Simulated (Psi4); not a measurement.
## Cl2: single-point calculation

- system: Cl2
- method: HF/STO-3G, RHF (Psi4 1.11)

A bond length was changed on purpose from its optimised value.

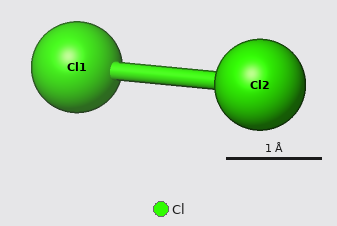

**Figure 1.** The structure as given in the input (ball-and-stick view, seen at a tilt; atoms are numbered from 1 in the order of the input). Bond lengths as drawn: Cl–Cl 2.28 Å.

Input file (calc.py)
```python
import psi4

psi4.set_memory(2200000000)
psi4.set_num_threads(1)
psi4.core.set_output_file('psi4.out', False)

molecule = psi4.geometry("""
Cl     1.099410    -0.366084     0.563687
Cl    -0.845690     0.281600    -0.433600
symmetry c1
""")

psi4.set_options({
    'basis': 'STO-3G',
    'puream': True,
    'e_convergence': 1e-09,
    'd_convergence': 1e-08,
    'scf_type': 'pk',
})

e, wfn = psi4.energy('scf', return_wfn=True)
psi4.oeprop(wfn, 'MAYER_INDICES', 'DIPOLE', 'LOWDIN_CHARGES')
print(f'total energy {e:.8f} hartree = {e * 27.211386:.5f} eV')
```

Hardware: 1 thread of Intel Xeon @ 2.50GHz (Skylake/Cascade Lake), 189 GiB of memory available, shared host.

Command:
```bash
python calc.py
```

Log
```
=> Loading Basis Set <=

    Name: STO-3G
    Role: ORBITAL
    Keyword: BASIS

         ---------------------------------------------------------
                                   SCF
                              RHF Reference
                        1 Threads,   2098 MiB Core
         ---------------------------------------------------------

  ==> Geometry <==

    Molecular point group: c1
    Full point group: D_inf_h

    Geometry (in Angstrom), charge = 0, multiplicity = 1:

       Center              X                  Y                   Z               Mass
    ------------   -----------------  -----------------  -----------------  -----------------
         CL           1.139900207718     0.000000000000    -0.000000000000    34.968852682000
         CL          -1.139900207718    -0.000000000000     0.000000000000    34.968852682000

  Running in c1 symmetry.

  Rotational constants: A = ************  B =      0.18550  C =      0.18550 [cm^-1]
  Rotational constants: A = ************  B =   5561.24662  C =   5561.24662 [MHz]
  Nuclear repulsion =   67.081404515991693

  Charge       = 0
  Multiplicity = 1
  Electrons    = 34
  Nalpha       = 17
  Nbeta        = 17

  ==> Algorithm <==

  SCF Algorithm Type is PK.
  DIIS enabled.
  MOM disabled.
  Fractional occupation disabled.
  Guess Type is SAD.
  Energy threshold   = 1.00e-09
  Density threshold  = 1.00e-08
  Integral threshold = 1.00e-12

  ==> Primary Basis <==

  Basis Set: STO-3G
    Blend: STO-3G
    Number of shells: 10
    Number of basis functions: 18
    Number of Cartesian functions: 18
    Spherical Harmonics?: true
    Max angular momentum: 1

  ==> Integral Setup <==

  Using in-core PK algorithm.
   Calculation information:
      Number of atoms:                   2
      Number of AO shells:              10
      Number of primitives:             30
      Number of atomic orbitals:        18
      Number of basis functions:        18

      Integral cutoff                 1.00e-12
      Number of threads:                 1

  Performing in-core PK
  Using 29412 doubles for integral storage.
  We computed 1126 shell quartets total.
  Whereas there are 1540 unique shell quartets.

  ==> DiskJK: Disk-Based J/K Matrices <==

    J tasked:                  Yes
    K tasked:                  Yes
    wK tasked:                  No
    Memory [MiB]:             1573
    Schwarz Cutoff:          1E-12

  Minimum eigenvalue in the overlap matrix is 5.4755775378E-01.
  Reciprocal condition number of the overlap matrix is 3.6878613069E-01.
    Using symmetric orthogonalization.

  ==> Pre-Iterations <==

  SCF Guess: Superposition of Atomic Densities via on-the-fly atomic UHF (no occupation information).

   -------------------------
    Irrep   Nso     Nmo
   -------------------------
     A         18      18
   -------------------------
    Total      18      18
   -------------------------

  ==> Iterations <==

                        Total Energy        Delta E     RMS |[F,P]|

   @RHF iter SAD:  -908.51398339592970   -9.08514e+02   0.00000e+00
   @RHF iter   1:  -909.09146788004148   -5.77484e-01   3.27019e-03 DIIS/ADIIS
   @RHF iter   2:  -909.09515847184446   -3.69059e-03   6.05201e-04 DIIS/ADIIS
   @RHF iter   3:  -909.09530484797961   -1.46376e-04   2.33383e-05 DIIS
   @RHF iter   4:  -909.09530500997755   -1.61998e-07   1.20205e-07 DIIS
   @RHF iter   5:  -909.09530500998244   -4.88853e-12   2.10735e-09 DIIS
  Energy and wave function converged.

  ==> Post-Iterations <==

    Orbital Energies [Eh]
    ---------------------

    Doubly Occupied:

       1A   -103.784010     2A   -103.783973     3A    -10.461553
       4A    -10.459852     5A     -7.906552     6A     -7.904320
       7A     -7.899158     8A     -7.899158     9A     -7.898587
      10A     -7.898587    11A     -1.080287    12A     -0.956266
      13A     -0.487805    14A     -0.487805    15A     -0.479321
      16A     -0.422238    17A     -0.422238

    Virtual:

      18A      0.029493

    Final Occupation by Irrep:
              A
    DOCC [    17 ]
    NA   [    17 ]
    NB   [    17 ]

  @RHF Final Energy:  -909.09530500998244

   => Energetics <=

    Nuclear Repulsion Energy =             67.0814045159916930
    One-Electron Energy =               -1391.8900038622491593
    Two-Electron Energy =                 415.7132943362751121
    Total Energy =                       -909.0953050099824395

Computation Completed

Properties will be evaluated at   0.000000,   0.000000,   0.000000 [a0]

Properties computed using the SCF density matrix

 Multipole Moments:

 ------------------------------------------------------------------------------------
     Multipole            Electronic (a.u.)      Nuclear  (a.u.)        Total (a.u.)
 ------------------------------------------------------------------------------------

 L = 1.  Multiply by 2.5417464519 to convert [e a0] to [Debye]
 Dipole X            :         -0.0000000           -0.0000000           -0.0000000
 Dipole Y            :         -0.0000000            0.0000000           -0.0000000
 Dipole Z            :          0.0000000            0.0000000            0.0000000
 Magnitude           :                                                    0.0000000

 ------------------------------------------------------------------------------------

	total time  =          1 seconds =       0.02 minutes

Properties will be evaluated at   0.000000,   0.000000,   0.000000 [a0]
OEProp: No title given, name of density matrix used for the following properties is 'SCF density'

 Multipole Moments:

 ------------------------------------------------------------------------------------
     Multipole            Electronic (a.u.)      Nuclear  (a.u.)        Total (a.u.)
 ------------------------------------------------------------------------------------

 L = 1.  Multiply by 2.5417464519 to convert [e a0] to [Debye]
 Dipole X            :         -0.0000000           -0.0000000           -0.0000000
 Dipole Y            :         -0.0000000            0.0000000           -0.0000000
 Dipole Z            :          0.0000000            0.0000000            0.0000000
 Magnitude           :                                                    0.0000000

 ------------------------------------------------------------------------------------
  Lowdin Charges: (a.u.)
   Center  Symbol    Alpha    Beta     Spin     Total
       1    CL     8.50000  8.50000  0.00000  0.00000
       2    CL     8.50000  8.50000  0.00000  0.00000

  Total alpha = 17.00000, Total beta = 17.00000, Total charge =  0.00000

  Mayer Bond Indices:

  Irrep: 1 Size: 2 x 2

                 1                   2

    1     0.00000000000000     1.00000000000000
    2     1.00000000000000     0.00000000000000

  Atomic Valences:

 #  #
 Irrep: 1
      1:    0.999999999999999
      2:    0.999999999999999
```

Standard output
```
total energy -909.09530501 hartree = -24737.74326 eV
```

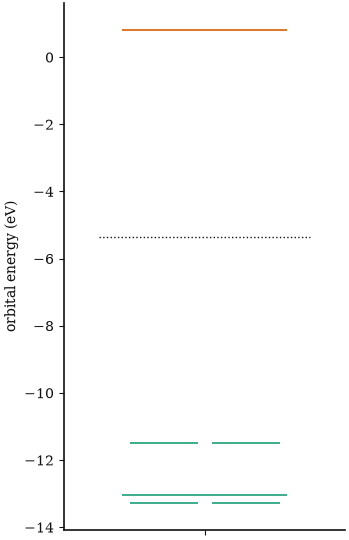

**Figure 2.** Orbital energies near the frontier; the dotted line parts filled from empty levels, and levels within 0.02 eV of each other stand side by side. Highest filled −11.49 eV, lowest empty 0.80 eV, 12.29 eV apart.

Key numbers

- outcome: converged
- total energy: −909.095305 hartree
- basis functions: 18
- HOMO: −11.49 eV
- LUMO: 0.80 eV
- dipole moment: 0.00 D
- wall time: 4.5 s
- peak memory: 0.18 GiB
